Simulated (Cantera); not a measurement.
Feed: 1 mol B, 0.29 mol NH₃, 6 mol N₂, 6.1 mol O₂, at 37.0 mbar.

Cantera equilibrium calculation (NASA polynomials, part measured and part estimated; ideal gas, pure solids and liquids). Candidate condensed phases: B, BN, B₂O₃, B₃O₃H₃, H₂O; 39 gas species. Gases not in the tables: H₃BO₃. Rates play no part.

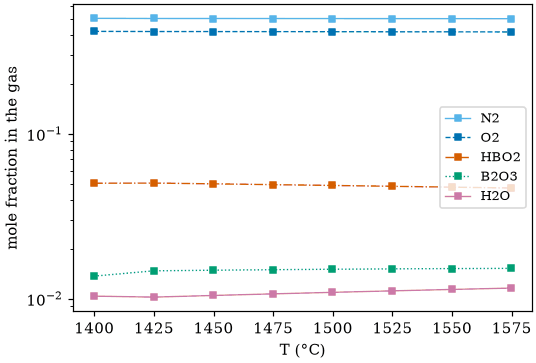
Figure. Equilibrium gas composition (values under 1e-9 drawn at 1e-9)

Read off the mole fractions at 1450 °C.

N₂ about 0.50, O₂ about 0.42, HBO₂ about 0.050, B₂O₃ about 0.015, H₂O about 0.010.
